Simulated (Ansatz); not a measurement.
**CH5Ga: geometry relaxation**

- system: CH5Ga
- method: RKS PBE-D4/def2-SVP (Ansatz 0.2.0)

It belongs to a series of runs on one base structure; here: end point A relaxed. Figures and captions count atoms from 1; the log counts them from 0 in places.

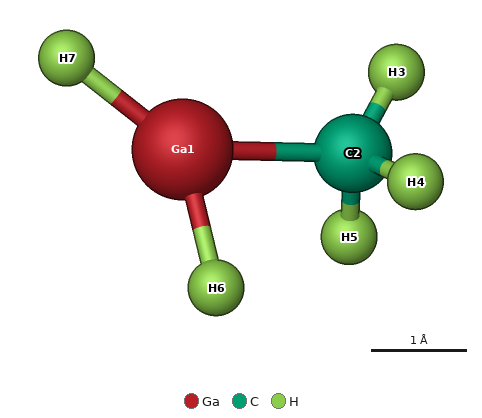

*The starting structure (ball-and-stick view, seen at a tilt; atoms are numbered from 1 in the order of the input). Sticks mark near contacts.*

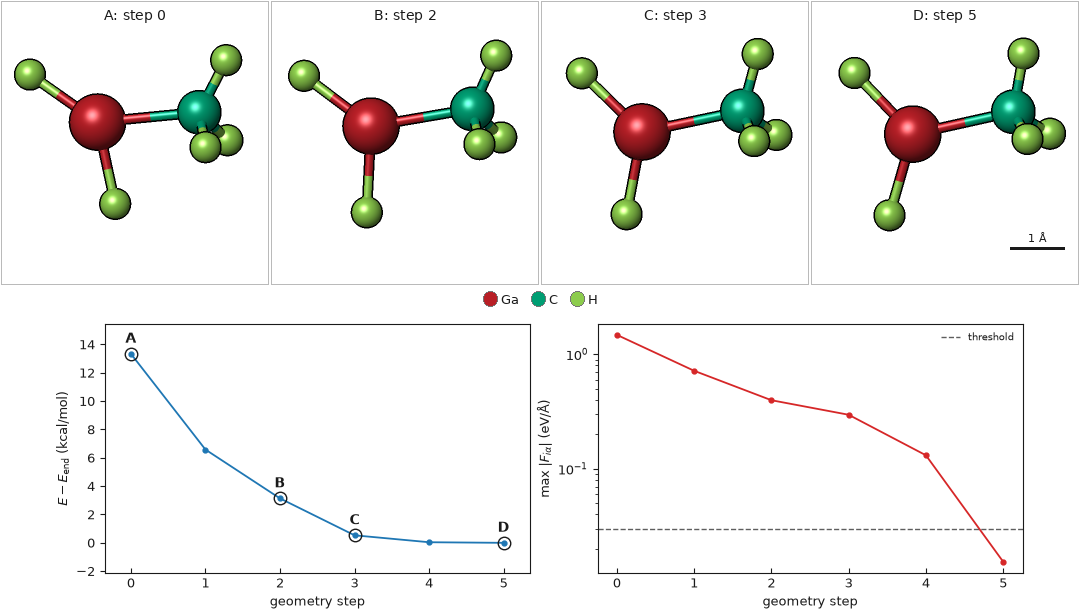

*Frames of the relaxation (ball-and-stick view, seen at a tilt) above the curves, on which the letters mark them (the first geometry is step 0 here and step 1 in the log).*

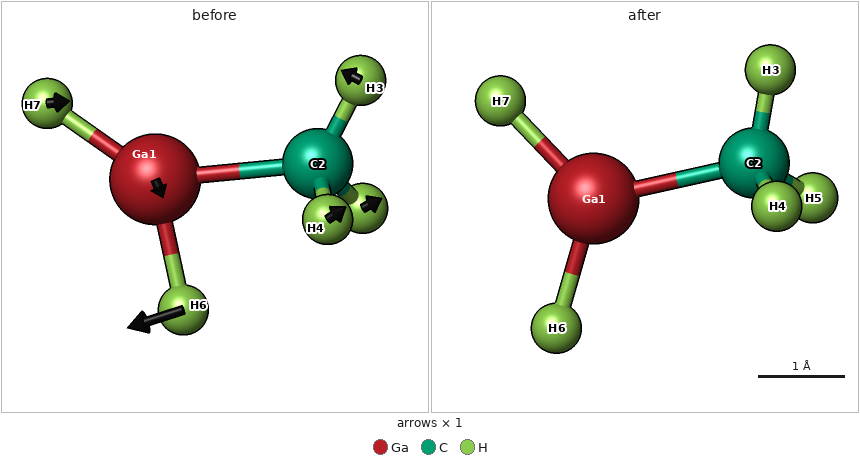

*Before (left) and after (right) the relaxation, at one scale (ball-and-stick view, seen at a tilt). The black arrows give the displacements, at true length.*

After 5 geometry steps the energy has fallen by 13.3 kcal/mol. Largest force component: 1.5 eV/Å at the start, 0.015 eV/Å at the end. H6 moves most after the best rigid fit: 0.72 Å. Largest moves by element: H 0.72 Å, Ga 0.25 Å, C 0.08 Å. Among the contacts that change: Ga1–H6 1.559 → 1.587 Å, Ga1–C2 1.962 → 1.978 Å. Among the angles that change: C2–Ga1–H6 83.5° → 119.4°, C2–Ga1–H7 140.1° → 121.7°, H6–Ga1–H7 136.4° → 118.9°. (Atoms are counted from 1 in the order of the input.)

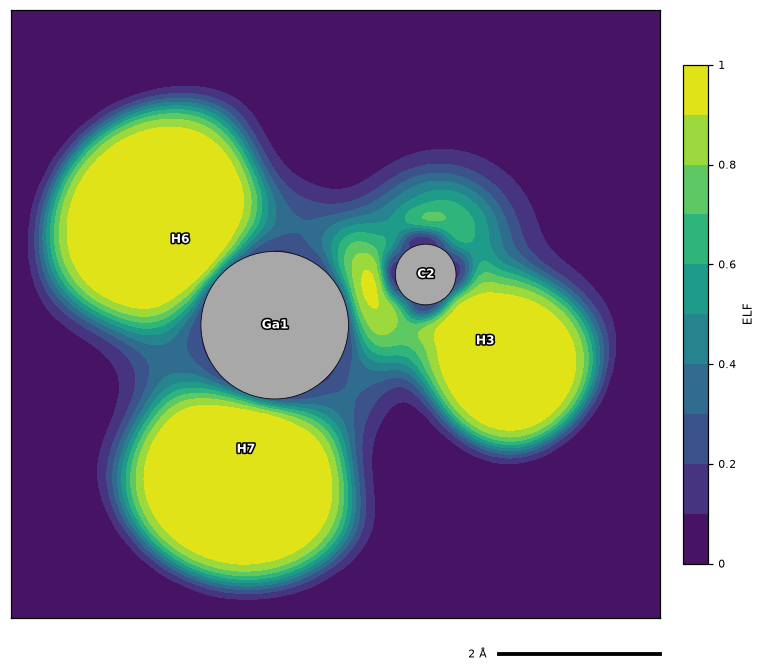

*ELF on the plane of atoms Ga1, C2 and H3. Grey discs, where drawn, cover atomic cores.*

The section cuts through Ga, C and H sites. C–Ga (1.98 Å): the ELF peaks at about 0.95 in the valence shell of C, 0.7 Å from its nucleus, and is about 0.55 at the midpoint. C–H (1.11 Å): the ELF climbs to about 1 towards the hydrogen, as it does in any bond to H; a covalent bond by its length. Ga–H (1.59 Å): the ELF climbs to about 1 towards the hydrogen.

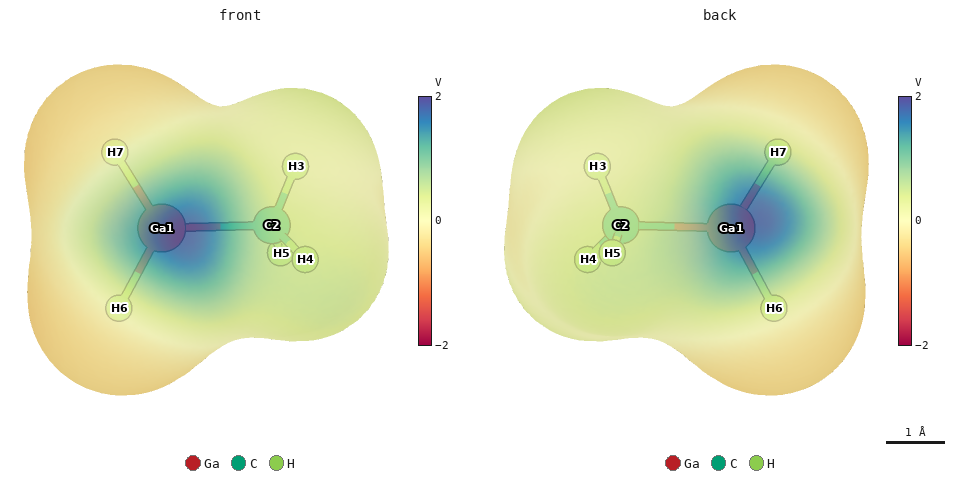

*The molecular electrostatic potential painted on the density surface at 0.001 e/bohr³, seen at a tilt and from behind; red is negative and blue positive.*

A positive charge is drawn to the negative regions and a negative charge to the positive ones.

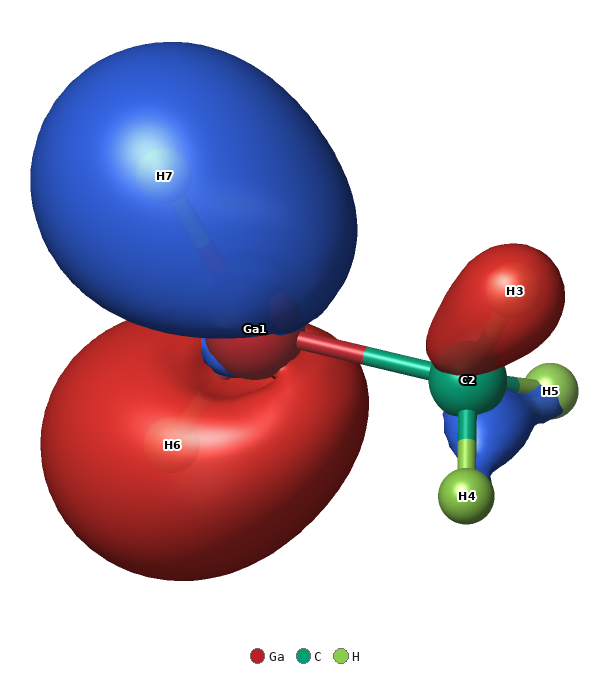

*One frontier orbital at ±0.1 Å⁻³ᐟ² (red and blue are the two phases), seen at a tilt.*

The HOMO−1, at −6.90 eV. It lies mainly on Ga1 (35 %), H7 (30 %) and H6 (30 %).

These pictures come from the run below.

### Input
```yaml
crystal:
  periodic: [false, false, false]
  atoms:
    - { symbol: Ga, position_ang: [0.318449, 0.008084, 0.013256] }
    - { symbol: C, position_ang: [1.06763, -0.040492, 1.826156] }
    - { symbol: H, position_ang: [0.464259, -0.199743, 2.74267] }
    - { symbol: H, position_ang: [1.855258, -0.820805, 1.767083] }
    - { symbol: H, position_ang: [1.604778, 0.928388, 1.911568] }
    - { symbol: H, position_ang: [1.805363, 0.219448, -0.405601] }
    - { symbol: H, position_ang: [-1.058337, -0.09488, -0.717432] }
basis:
  gaussian: { orbitals: def2-SVP }
hamiltonian:
  xc: pbe
  dispersion: d4
relax:
  f_tol: 0.03
  max_steps: 50
output:
  orbitals: {}
```

Launched with:
```bash
ansatz run input.yaml --threads 1 --pin off --max-ram 2048MiB --backend cpu --events-out ev --progress --plain --runs-dir out
```

### Log
```
The last accepted step is kept in [file] (removed where the run ends without a failure and the disk answers)
Engine: ansatz 0.2.0, x86_64-unknown-linux-gnu
Functional definition: PBE
  parameter kappa = 0.804
  parameter beta = 0.06672455060314922
  exchange = pbe_x(kappa = kappa, mu = beta*pi^2/3)
  correlation = pbe_c(beta = beta)
803 factors; their error is unknown
mean field evaluation 1: about -53469.1447 eV, gradient 6.3e1 eV
mean field evaluation 2: about -53446.0405 eV, gradient 1.0e2 eV
mean field evaluation 4: about -53478.0436 eV, gradient 4.5e0 eV
mean field evaluation 8: about -53478.0897 eV, gradient 1.4e-1 eV
mean field -53478.08973980 eV, -1965.2835491865 hartree, gradient 4.5e-5 eV, S^2 0.000000; 0 other end points of the search recorded, 0 dependent functions left out
the calculation of the forces begins
reference -53478.08977509 eV, -1965.2835504834 hartree; 21, 21 occupied and 50, 50 virtual orbitals, 803 factors
relax step   1: F+E_penalty+E_count = -53478.18085270 eV  Δ(F+E_penalty+E_count) = +0.000e0 eV  max|allowed force component| = 1.478e0 eV/Å  Δτ_max = 0.0000 Å  (24 SCF iters, accepted)
these checks for a lower state are left out or cut short: starts, cluster_reference, orbital_swaps, neighbouring_geometries, increment
803 factors; their error is unknown
mean field evaluation 16: about -53478.3911 eV, gradient 6.3e0 eV
mean field -53478.38346762 eV, -1965.2943434846 hartree, gradient 1.4e-5 eV, S^2 0.000000; 0 other end points of the search recorded, 0 dependent functions left out
the calculation of the forces begins
reference -53478.38350328 eV, -1965.2943447952 hartree; 21, 21 occupied and 50, 50 virtual orbitals, 803 factors
relax step   2: F+E_penalty+E_count = -53478.47406497 eV  Δ(F+E_penalty+E_count) = -2.932e-1 eV  max|allowed force component| = 7.180e-1 eV/Å  Δτ_max = 0.1949 Å  (26 SCF iters, accepted)
these checks for a lower state are left out or cut short: starts, cluster_reference, orbital_swaps, neighbouring_geometries, increment
803 factors; their error is unknown
mean field -53478.53357013 eV, -1965.2998596504 hartree, gradient 1.4e-5 eV, S^2 0.000000; 0 other end points of the search recorded, 0 dependent functions left out
the calculation of the forces begins
reference -53478.53360622 eV, -1965.2998609766 hartree; 21, 21 occupied and 50, 50 virtual orbitals, 803 factors
relax step   3: F+E_penalty+E_count = -53478.62355243 eV  Δ(F+E_penalty+E_count) = -1.495e-1 eV  max|allowed force component| = 3.975e-1 eV/Å  Δτ_max = 0.1952 Å  (25 SCF iters, accepted)
these checks for a lower state are left out or cut short: starts, cluster_reference, orbital_swaps, neighbouring_geometries, increment
803 factors; their error is unknown
mean field evaluation 32: about -53478.6465 eV, gradient 1.8e-1 eV
mean field -53478.64672605 eV, -1965.3040180537 hartree, gradient 2.7e-5 eV, S^2 0.000000; 0 other end points of the search recorded, 0 dependent functions left out
the calculation of the forces begins
reference -53478.64676208 eV, -1965.3040193776 hartree; 21, 21 occupied and 50, 50 virtual orbitals, 803 factors
relax step   4: F+E_penalty+E_count = -53478.73654119 eV  Δ(F+E_penalty+E_count) = -1.130e-1 eV  max|allowed force component| = 2.967e-1 eV/Å  Δτ_max = 0.1996 Å  (25 SCF iters, accepted)
these checks for a lower state are left out or cut short: starts, cluster_reference, orbital_swaps, neighbouring_geometries, increment
803 factors; their error is unknown
mean field -53478.66857212 eV, -1965.3048208820 hartree, gradient 1.5e-5 eV, S^2 0.000000; 0 other end points of the search recorded, 0 dependent functions left out
the calculation of the forces begins
reference -53478.66860836 eV, -1965.3048222136 hartree; 21, 21 occupied and 50, 50 virtual orbitals, 803 factors
relax step   5: F+E_penalty+E_count = -53478.75777767 eV  Δ(F+E_penalty+E_count) = -2.124e-2 eV  max|allowed force component| = 1.314e-1 eV/Å  Δτ_max = 0.1479 Å  (26 SCF iters, accepted)
these checks for a lower state are left out or cut short: starts, cluster_reference, orbital_swaps, neighbouring_geometries, increment
803 factors; their error is unknown
mean field -53478.67027781 eV, -1965.3048835648 hartree, gradient 1.4e-5 eV, S^2 0.000000; 0 other end points of the search recorded, 0 dependent functions left out
the calculation of the forces begins
reference -53478.67031405 eV, -1965.3048848966 hartree; 21, 21 occupied and 50, 50 virtual orbitals, 803 factors
relax step   6: F+E_penalty+E_count = -53478.75958976 eV  Δ(F+E_penalty+E_count) = -1.812e-3 eV  max|allowed force component| = 1.547e-2 eV/Å  Δτ_max = 0.0209 Å  (27 SCF iters, accepted)
803 factors; their error is unknown
mean field evaluation 64: about -53478.6703 eV, gradient 5.1e-3 eV
mean field -53478.67027781 eV, -1965.3048835648 hartree, gradient 1.4e-5 eV, S^2 0.000000; 1 other end points of the search recorded, 0 dependent functions left out
the calculation of the forces begins
reference -53478.67031405 eV, -1965.3048848966 hartree; 21, 21 occupied and 50, 50 virtual orbitals, 803 factors
Total energy: -53478.75962600 eV, -1965.3081670502 hartree
Atom 0 at     0.563406     0.041948    -0.004845 Å, force     0.005908     0.001634    -0.006881 eV/Å
Atom 1 at     1.093151    -0.039517     1.899246 Å, force    -0.015473    -0.001190    -0.006822 eV/Å
Atom 2 at     0.236872    -0.199882     2.581666 Å, force     0.000308    -0.000034     0.004956 eV/Å
Atom 3 at     1.827670    -0.858748     2.047855 Å, force     0.007749    -0.007323     0.002856 eV/Å
Atom 4 at     1.608659     0.901265     2.185189 Å, force     0.005359     0.007888     0.004572 eV/Å
Atom 5 at     1.674593     0.277951    -1.113100 Å, force     0.003397     0.000370    -0.001015 eV/Å
Atom 6 at    -0.946950    -0.123016    -0.458312 Å, force    -0.007249    -0.001344     0.002334 eV/Å
Dipole moment:     0.047571    -0.006897     0.163628 e Å
```

### Trajectory as extended XYZ (Å, eV, eV/Å), 6 frames, from step=1 to step=6
```
7
Properties=species:S:1:pos:R:3:forces:R:3 step=1 energy=-53478.18085
Ga    0.3184    0.0081    0.0133    0.4629   0.0238   0.4095
C     1.0676   -0.0405    1.8262   -0.7715  -0.1656   1.0463
H     0.4643   -0.1997    2.7427    0.0242   0.0010   0.0225
H     1.8553   -0.8208    1.7671    0.0085  -0.0160   0.0014
H     1.6048    0.9284    1.9116    0.0099   0.0092   0.0001
H     1.8054    0.2194   -0.4056    0.2780   0.1517  -1.4784
H    -1.0583   -0.0949   -0.7174   -0.0119  -0.0041  -0.0015
7
Properties=species:S:1:pos:R:3:forces:R:3 step=2 energy=-53478.47407
Ga    0.3665    0.0128    0.0285    0.4542   0.0367   0.2136
C     1.0404   -0.0476    1.8779   -0.1303  -0.0178   0.1397
H     0.4428   -0.2059    2.7908   -0.1365  -0.0185   0.0112
H     1.8355   -0.8218    1.7952   -0.0203   0.0037   0.1599
H     1.5877    0.9202    1.9387   -0.0106  -0.0378   0.1527
H     1.8128    0.2360   -0.5997   -0.1893   0.0353  -0.7180
H    -1.0284   -0.0938   -0.6937    0.0328  -0.0016   0.0408
7
Properties=species:S:1:pos:R:3:forces:R:3 step=3 energy=-53478.62355
Ga    0.4168    0.0183    0.0367    0.3975   0.0550  -0.0855
C     1.0384   -0.0495    1.9071    0.1975   0.0445  -0.1736
H     0.3891   -0.2114    2.7828   -0.1345  -0.0147  -0.0230
H     1.8383   -0.8239    1.8606   -0.0803  -0.0051   0.1846
H     1.5931    0.9127    2.0022   -0.0721  -0.0468   0.1790
H     1.7814    0.2480   -0.7919   -0.3444  -0.0270  -0.1830
H    -0.9997   -0.0941   -0.6598    0.0364  -0.0060   0.1016
7
Properties=species:S:1:pos:R:3:forces:R:3 step=4 energy=-53478.73654
Ga    0.5198    0.0402    0.0006   -0.1173  -0.0628   0.1831
C     1.0695   -0.0425    1.8900    0.0118   0.0066   0.0633
H     0.2840   -0.2088    2.6514   -0.0304   0.0030  -0.0669
H     1.8326   -0.8450    1.9707    0.0245  -0.0156   0.0726
H     1.5980    0.9083    2.1126    0.0255   0.0115   0.0855
H     1.7212    0.2607   -0.9818    0.1211   0.0481  -0.2967
H    -0.9677   -0.1129   -0.5059   -0.0352   0.0091  -0.0410
7
Properties=species:S:1:pos:R:3:forces:R:3 step=5 energy=-53478.75778
Ga    0.5598    0.0322   -0.0033    0.0241   0.0783  -0.0167
C     1.0929   -0.0386    1.9016    0.1145   0.0002  -0.0510
H     0.2457   -0.2000    2.5881   -0.1314  -0.0168   0.0791
H     1.8288   -0.8561    2.0542    0.0090  -0.0165  -0.0176
H     1.6113    0.9003    2.1922   -0.0197   0.0011  -0.0452
H     1.6639    0.2795   -1.1168    0.0270  -0.0183   0.0127
H    -0.9450   -0.1173   -0.4783   -0.0235  -0.0279   0.0387
7
Properties=species:S:1:pos:R:3:forces:R:3 step=6 energy=-53478.75959
Ga    0.5634    0.0419   -0.0048    0.0059   0.0016  -0.0069
C     1.0932   -0.0395    1.8992   -0.0155  -0.0012  -0.0068
H     0.2369   -0.1999    2.5817    0.0003   0.0000   0.0050
H     1.8277   -0.8587    2.0479    0.0077  -0.0073   0.0029
H     1.6087    0.9013    2.1852    0.0054   0.0079   0.0046
H     1.6746    0.2780   -1.1131    0.0034   0.0004  -0.0010
H    -0.9469   -0.1230   -0.4583   -0.0072  -0.0013   0.0023
```

### Summary

| quantity | value |
| --- | --- |
| outcome | converged |
| total energy | −53478.7596 eV |
| mean-field energy | −53478.6703 eV |
| largest force (length of the vector) at the end | 0.017 eV/Å |
| hardware | 1 thread of Intel Xeon (Sapphire Rapids), 32 GiB of memory available, shared host |
| wall time | 6.9 s |
| peak memory | 0.14 GiB |
